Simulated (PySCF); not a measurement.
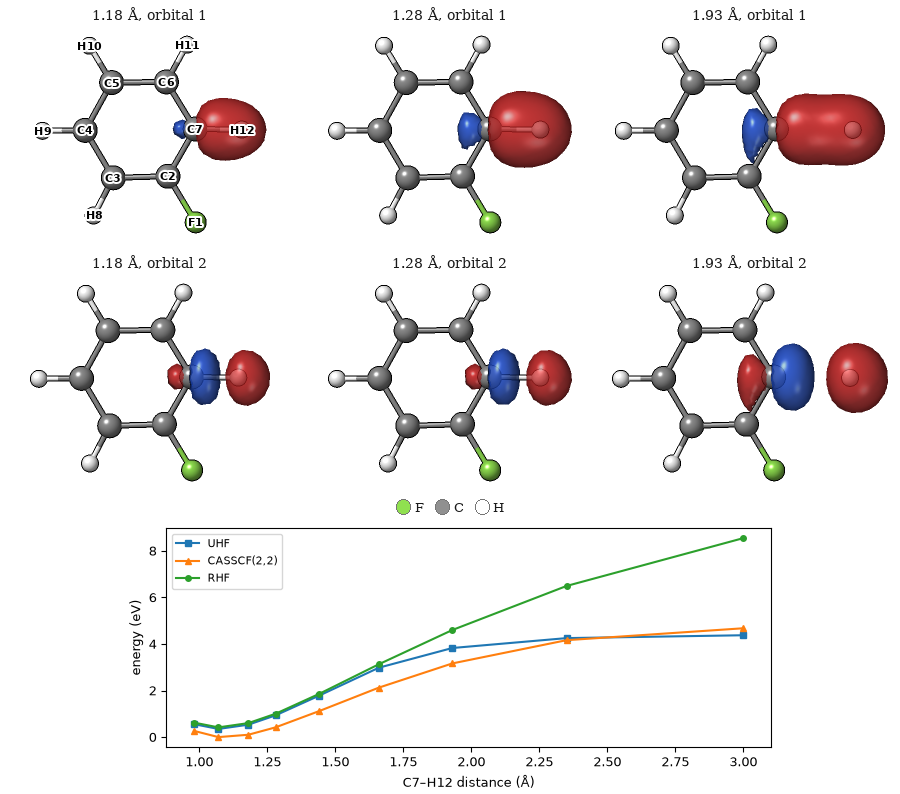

*C6H5F, SMILES `Fc1ccccc1`. Rigid stretch of the C7–H12 bond. The two CASSCF(2,2) natural orbitals nearest half filling (orbital 1 the more occupied). Below: energies along the scan, from the lowest point of the three curves.*

Level of theory: 6-31G* basis (PySCF), at a geometry from GFN2-xTB. No frequency check shows the geometry to be a minimum.

How do the occupations change along the stretch?

Answer. 1.18 Å: 1.98 and 0.02; 1.28 Å: 1.97 and 0.03; 1.93 Å: 1.81 and 0.19. At the longest distance computed (3.00 Å) they are 1.27 and 0.73, and the effective number of unpaired electrons is 1.7.

UHF's ⟨S²⟩ passes 1 along the scan (up to 1.60), so it also polarises electrons outside the stretched bond; its energy lowering isn't due to that bond alone.

UHF already breaks spin symmetry near equilibrium here (⟨S²⟩ = 0.40 at 1.07 Å), for reasons apart from this bond.

How much energy does the stretch cost?

Answer. By CASSCF, 4.7 eV from the lowest point of the scan (1.07 Å) to 3.00 Å; RHF gives 8.1 eV from its own lowest point. The fragments aren't relaxed and dynamic correlation is missing, so this isn't a bond dissociation energy.
